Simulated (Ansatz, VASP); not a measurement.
**Cross-check of Ca (Ca(100)) between VASP and Ansatz**

One calculation is typed for both programs; each brings its own data sets and cutoff. How far apart do they land?

Main program and level: Ansatz 0.2.0; plane waves, with VASP 6.6.1 beside it; band structure at LDA.

## 1. Starting point

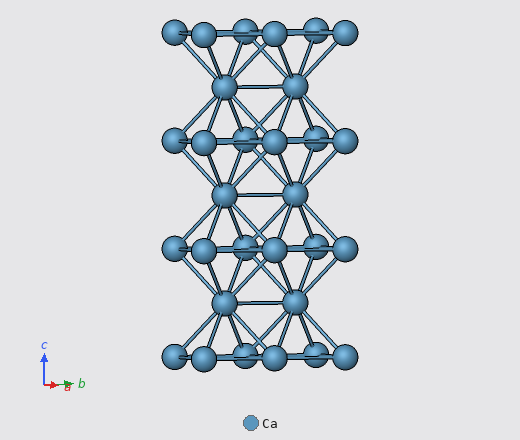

The cell as given, from the side, with the c axis up (calcium blue). 1×2×1 cells are drawn. Some periodic images of atoms are drawn too.

The cell holds 7 atoms: 7 Ca. Cell: a = 3.946 Å, b = 3.946 Å, c = 34.740 Å, α = 90.0°, β = 90.0°, γ = 90.0°. Vacuum lies along c.

## 2. VASP: band structure, LDA

Levels along a path test the potential and the projectors away from the mesh points.

Lines of VASP's logs that name or quote its potential files are left out, and so is its time.

INCAR

```
SYSTEM = Ca
PREC = Normal
ENCUT = 300
EDIFF = 1E-06
NELM = 120
ISMEAR = -1
SIGMA = 0.1
LREAL = .FALSE.
ALGO = Fast
GGA = CA
NBANDS = 46
LORBIT = 11
LWAVE = .FALSE.
LCHARG = .TRUE.
IDIPOL = 3
LDIPOL = .TRUE.
DIPOL = 0.5 0.5 0.5
LVHAR = .TRUE.
LVACPOTAV = .TRUE.
LELF = .TRUE.
NEDOS = 1500
```

POSCAR

```
Ca
1.0
    3.9456558390      0.0000000000      0.0000000000
    0.0000000000      3.9456558390      0.0000000000
    0.0000000000      0.0000000000     34.7400000000
Ca
7
Direct
    0.0000000000      0.0000000000      0.2590673575
    0.5000000000      0.5000000000      0.3393782383
    0.0000000000      0.0000000000      0.4196891192
    0.5000000000      0.5000000000      0.5000000000
    0.0000000000      0.0000000000      0.5803108808
    0.5000000000      0.5000000000      0.6606217617
    0.0000000000      0.0000000000      0.7409326425
```

KPOINTS

```
Automatic mesh
0
Gamma
14 14 1
0 0 0
```

KPOINTS_OPT

```
Line mode
14
Line-mode
Reciprocal
  0.50000000   0.50000000   0.00000000 M
  0.00000000   0.00000000   0.00000000 GAMMA

  0.00000000   0.00000000   0.00000000 GAMMA
  0.00000000   0.50000000   0.00000000 X

  0.00000000   0.50000000   0.00000000 X
  0.50000000   0.50000000   0.00000000 M
```

Potentials, in the order of the species: Ca_pv (LDA family, release 64).

Started as:

```bash
> mpirun -np 2 vasp_std
```

Numbers of over 12 decimals in the logs are rounded to 6 here.

What it wrote:

```text
[banner, memory and clock lines left out]
running    2 mpi-ranks, on    1 nodes
 distrk:  each k-point on    2 cores,    1 groups
 distr:  one band on    1 cores,    2 groups

 POSCAR found type information on POSCAR Ca
 POSCAR found :  1 types and       7 ions
 LDA part: xc-table for (Slater(with rela. corr.)+CA(PZ))
 , standard interpolation
 POSCAR, INCAR and KPOINTS ok, starting setup
 FFT: planning ... GRIDC
 FFT: planning ... GRID_SOFT
 FFT: planning ... GRID
 WAVECAR not read
 entering main loop
       N       E                     dE             d eps       ncg     rms          rms(c)
DAV:   1     0.529317020226E+03    0.52932E+03   -0.17426E+04  3854   0.115E+03
DAV:   2     0.905285255466E+02   -0.43879E+03   -0.43264E+03  3328   0.411E+02
DAV:   3    -0.620255593431E+01   -0.96731E+02   -0.95215E+02  4378   0.173E+02
DAV:   4    -0.148479775132E+02   -0.86454E+01   -0.85781E+01  5072   0.604E+01
DAV:   5    -0.152833347539E+02   -0.43536E+00   -0.43442E+00  5032   0.146E+01    0.264E+00
RMM:   6    -0.178184901657E+02   -0.25352E+01   -0.35305E+00  5106   0.907E+00    0.540E+00
RMM:   7    -0.144941410659E+02    0.33243E+01   -0.35242E-01  4410   0.562E+00    0.122E+00
RMM:   8    -0.143929478695E+02    0.10119E+00   -0.39819E-01  5505   0.277E+00    0.539E-01
RMM:   9    -0.143870111063E+02    0.59368E-02   -0.10981E-01  5656   0.150E+00    0.278E-01
RMM:  10    -0.143864367396E+02    0.57437E-03   -0.25596E-02  5482   0.802E-01    0.135E-01
RMM:  11    -0.143865700263E+02   -0.13329E-03   -0.15691E-02  5868   0.400E-01    0.892E-02
RMM:  12    -0.143874720110E+02   -0.90198E-03   -0.34049E-03  5645   0.196E-01    0.287E-02
RMM:  13    -0.143878532311E+02   -0.38122E-03   -0.17183E-03  5866   0.104E-01    0.244E-02
RMM:  14    -0.143884965413E+02   -0.64331E-03   -0.60143E-04  5703   0.652E-02    0.105E-02
RMM:  15    -0.143887716058E+02   -0.27506E-03   -0.34362E-04  5567   0.371E-02    0.696E-03
RMM:  16    -0.143889844103E+02   -0.21280E-03   -0.12457E-04  4661   0.235E-02    0.368E-03
WARNING in EDDRMM: call to ZHEGV failed, returncode =   8  4     13
RMM:  17    -0.143890506865E+02   -0.66276E-04   -0.62803E-05  4384   0.197E-02    0.288E-03
RMM:  18    -0.143890869924E+02   -0.36306E-04   -0.22798E-05  4272   0.117E-02    0.242E-03
RMM:  19    -0.143891012271E+02   -0.14235E-04   -0.90797E-06  4201   0.123E-02    0.149E-03
WARNING in EDDRMM: call to ZHEGV failed, returncode =   6  3     15
RMM:  20    -0.143891070027E+02   -0.57756E-05   -0.47792E-06  4061   0.756E-03    0.819E-04
RMM:  21    -0.143891108803E+02   -0.38776E-05   -0.18320E-06  3764   0.621E-03    0.572E-04
RMM:  22    -0.143891150152E+02   -0.41349E-05   -0.12181E-06  3622   0.738E-03    0.529E-04
RMM:  23    -0.143891181288E+02   -0.31136E-05   -0.72545E-07  3505   0.513E-03    0.215E-04
RMM:  24    -0.143891195922E+02   -0.14634E-05   -0.57598E-07  3373   0.438E-03    0.251E-04
RMM:  25    -0.143891198819E+02   -0.28974E-06   -0.31093E-07  3223   0.435E-03
|                                                                             |
|           W    W    AA    RRRRR   N    N  II  N    N   GGGG   !!!           |
|           W    W   A  A   R    R  NN   N  II  NN   N  G    G  !!!           |
|           W    W  A    A  R    R  N N  N  II  N N  N  G       !!!           |
|           W WW W  AAAAAA  RRRRR   N  N N  II  N  N N  G  GGG   !            |
|           WW  WW  A    A  R   R   N   NN  II  N   NN  G    G                |
|           W    W  A    A  R    R  N    N  II  N    N   GGGG   !!!           |
|                                                                             |
|     Did not find any points to average over, which means that no vacuum     |
|     field-free region was found. Please increase the size of  your cell     |
|     in the dimension of the dipole correction to obtain accurate            |
|     workfunction values.                                                    |
|                                                                             |

   1 F= -.14389120E+02 E0= -.14241556E+02  d E =-.295128E+00
 Start KPOINTS_OPT (optional k-point list driver)
k-point batch [1-36\42]
       N       E                     dE             ncg
DAV:   1    -0.164480652031E+05   -0.42450E+05     3902
DAV:   2    -0.320574122399E+05   -0.15609E+05     3320
DAV:   3    -0.354886630667E+05   -0.34313E+04     4324
DAV:   4    -0.357866040340E+05   -0.29794E+03     4736
DAV:   5    -0.358072652030E+05   -0.20661E+02     5336
DAV:   6    -0.358079136246E+05   -0.64842E+00     5616
DAV:   7    -0.358079385709E+05   -0.24946E-01     5624
DAV:   8    -0.358079403758E+05   -0.18049E-02     5728
DAV:   9    -0.358079405014E+05   -0.12560E-03     5664
DAV:  10    -0.358079405095E+05   -0.81601E-05     3616
DAV:  11    -0.358079405107E+05   -0.11514E-05     3000
DAV:  12    -0.358079405113E+05   -0.61021E-06     2992
k-point batch [37-42\42]
       N       E                     dE             ncg
DAV:   1     0.156213664847E+05   -0.11228E+05      646
DAV:   2     0.130656221442E+05   -0.25557E+04      552
DAV:   3     0.124899647892E+05   -0.57566E+03      808
DAV:   4     0.124425436299E+05   -0.47421E+02      776
DAV:   5     0.124394201060E+05   -0.31235E+01      864
DAV:   6     0.124393264141E+05   -0.93692E-01      898
DAV:   7     0.124393229119E+05   -0.35022E-02      904
DAV:   8     0.124393226794E+05   -0.23253E-03      912
DAV:   9     0.124393226587E+05   -0.20710E-04      896
DAV:  10     0.124393226570E+05   -0.16632E-05      520
DAV:  11     0.124393226568E+05   -0.22702E-06      384
```

From OUTCAR (step 2):

```text
ion  position               nearest neighbor table
   1  0.000  0.000  0.259-   2 3.95   2 3.95   2 3.95   2 3.95
   2  0.500  0.500  0.339-   1 3.95   1 3.95   1 3.95   1 3.95   3 3.95   3 3.95   3 3.95   3 3.95

  LATTYP: Found a simple tetragonal cell.
 ALAT       =     3.9456558390
 C/A-ratio  =     8.8046199206

 Subroutine GETGRP returns: Found 16 space group operations
 (whereof 16 operations were pure point group operations)

The static configuration has the point symmetry D_4h.

 Found     36 irreducible k-points:

   k-points           NKPTS =     36   k-points in BZ     NKDIM =     36   number of bands    NBANDS=     46

   dimension x,y,z NGX =    18 NGY =   18 NGZ =  150
   dimension x,y,z NGXF=    36 NGYF=   36 NGZF=  300

   ENCUT  =  300.0 eV  22.05 Ry    4.70 a.u.   5.57  5.57 49.06*2*pi/ulx,y,z

   NELECT =      56.0000    total number of electrons

 k-points in reciprocal lattice and weights: Automatic mesh
   0.00000000  0.00000000  0.00000000       0.005
   0.07142857  0.00000000  0.00000000       0.020
   0.14285714  0.00000000  0.00000000       0.020
   0.21428571  0.00000000  0.00000000       0.020
   0.28571429  0.00000000  0.00000000       0.020
   0.35714286  0.00000000  0.00000000       0.020
   0.42857143  0.00000000  0.00000000       0.020
   0.50000000  0.00000000  0.00000000       0.010
   0.07142857  0.07142857  0.00000000       0.020
[...]
0.50000000  0.42857143  0.00000000       0.020
   0.50000000  0.50000000  0.00000000       0.005

 dipolmoment           0.000000      0.000000     -0.000000 electrons x Angstroem

 average (electrostatic) potential at core
       1 -52.1354       2 -51.4924       3 -51.5400       4 -51.5385       5 -51.5400
       6 -51.4924       7 -52.1354

 E-fermi :  -0.1238

 k-point     1 :       0.0000    0.0000    0.0000
  band No.  band energies     occupation
    ...
     24      -3.3445      2.00000
     25      -2.7904      2.00000
     26      -2.1227      2.00000
     27      -1.4314      2.00000
     28      -0.8465      1.99855
     29       0.3262      0.02198
     30       0.3518      0.01706
     31       0.4151      0.00909
     32       0.4898      0.00432
     33       0.6671      0.00073
    ...

 k-point     2 :       0.0714    0.0000    0.0000
  band No.  band energies     occupation
    ...
     24      -3.2908      2.00000
     25      -2.7387      2.00000
     26      -2.0731      2.00000
     27      -1.3838      1.99999
     28      -0.7998      1.99769
     29       0.3460      0.01806
     30       0.3715      0.01402
     31       0.4198      0.00868
     32       0.4912      0.00426
     33       0.6649      0.00075
    ...

 k-point     3 :       0.1429    0.0000    0.0000
  band No.  band energies     occupation
    ...
     24      -3.1319      2.00000
     25      -2.5864      2.00000
     26      -1.9280      2.00000
     27      -1.2449      1.99997
     28      -0.6644      1.99106
     29       0.3692      0.01435
     30       0.3930      0.01133
     31       0.4689      0.00532
     32       0.4753      0.00499
     33       0.6356      0.00101
    ...

  Total       -4.5633828     -4.5633828     -3.9391428      0.0000000      0.0000000      0.0000000
  in kB      -13.5185237    -13.5185237    -11.6692809      0.0000000      0.0000000      0.0000000
  external PRESSURE =     -12.9021094 kB  Pullay stress =       0.0000000 kB

  energy-cutoff  :      300.00
  volume of cell :      540.84
      direct lattice vectors                 reciprocal lattice vectors
     3.945655839  0.000000000  0.000000000     0.253443291  0.000000000  0.000000000
     0.000000000  3.945655839  0.000000000     0.000000000  0.253443291  0.000000000
     0.000000000  0.000000000 34.740000000     0.000000000  0.000000000  0.028785262

 POSITION                                       TOTAL-FORCE (eV/Angst)
 -----------------------------------------------------------------------------------
      0.00000      0.00000      9.00000         0.000000     -0.000000      0.288328
      1.97283      1.97283     11.79000        -0.000000      0.000000     -0.085227
      0.00000      0.00000     14.58000         0.000000      0.000000     -0.001593
      1.97283      1.97283     17.37000         0.000000      0.000000     -0.000000
      0.00000      0.00000     20.16000        -0.000000      0.000000      0.001593
      1.97283      1.97283     22.95000         0.000000      0.000000      0.085227
      0.00000      0.00000     25.74000         0.000000     -0.000000     -0.288328
 -----------------------------------------------------------------------------------
    total drift:                                0.000000      0.000000     -0.000000

  FREE ENERGIE OF THE ION-ELECTRON SYSTEM (eV)
  ---------------------------------------------------
  free  energy   TOTEN  =       -14.3891198819 eV

  energy  without entropy=      -14.0939922888  energy(sigma->0) =      -14.24155609

 vacuum level on the upper side and lower side of the slab         2.784         2.784

 total charge
# of ion       s       p       d       tot
------------------------------------------
    1        0.356   6.071   0.217   6.644
    2        0.334   6.096   0.266   6.696
    3        0.337   6.097   0.260   6.694
    4        0.337   6.097   0.260   6.694
    5        0.337   6.097   0.260   6.694
    6        0.334   6.096   0.266   6.696
    7        0.356   6.071   0.217   6.644
--------------------------------------------------
tot          2.392  42.624   1.746  46.762

[... 3 further parts left out ...]
```

[end of part 1 of 2]

[Lines on the potential files, build, host, timing and source positions are cut from VASP's logs without a mark.]

[Logs are printed without paths, hosts, clocks, repeated set-up lines and the standing remarks that a program may print on its own settings, such as how far it seeks lower states.]

[Hosts, paths, dates, database ids (printed as entryN), source tags and the programs' standing remarks are cut or masked in the printed files.]
